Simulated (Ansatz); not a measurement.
CoO (rock salt)

```xyz
2
Lattice="0.0000 2.1239 2.1239 2.1239 0.0000 2.1239 2.1239 2.1239 0.0000" Properties=species:S:1:pos:R:3 pbc="T T T"
O      0.0000     0.0000     0.0000
Co     2.1239     2.1239     2.1239
```

Two coordinates are scanned: the volume, and the ratio of the stretch along z (the conventional c axis) to the stretch across it. Atoms keep their fractional coordinates.

The numbers are results of PBE (plane waves to 420 eV, PAW, scalar-relativistic; Ansatz, an electronic-structure program), not measurements. k mesh 19×19×19 (Γ-centred), Fermi-Dirac smearing 0.05 eV. E stands for the smeared free energy. Stress and pressure are positive under compression. With partly filled bands, the response to shear is sensitive to the k mesh, so small differences along c/a are uncertain. CoO is run spin-polarised and with no Hubbard U; the real compound is an antiferromagnetic insulator, a state that this run doesn't describe. CoO was relaxed with its symmetry unable to fall. Relaxed CoO ends ferromagnetic. The magnetic order is the one the run started from; other orders were not tried. The zero of ΔE is the relaxed starting cell.

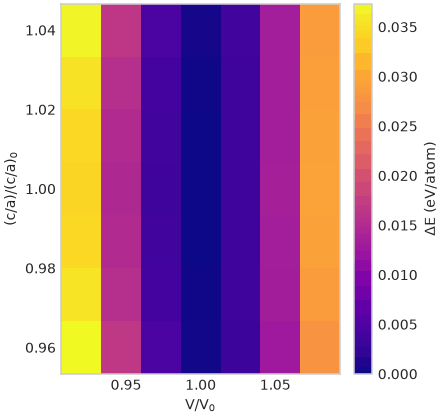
Fig. 1. ΔE (eV/atom) over the 7×7 grid of computed points.

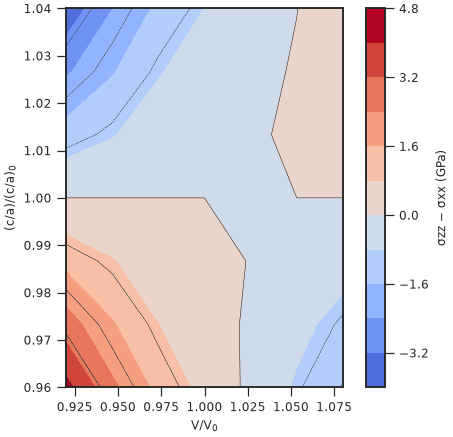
Figure. σzz − σxx (GPa) over the 7×7 grid of computed points.

Lowest place on the grid, met at several equal points: V/V₀ = 1.000, (c/a)/(c/a)₀ = 0.987; V/V₀ = 1.000, (c/a)/(c/a)₀ = 1.000; V/V₀ = 1.000, (c/a)/(c/a)₀ = 1.013 (0 meV/atom). Highest place on the grid: V/V₀ = 0.920, (c/a)/(c/a)₀ = 0.960 (37 meV/atom).

(A scan under strain: stresses follow from slopes of the energy per volume, elastic moduli from its curvatures.)
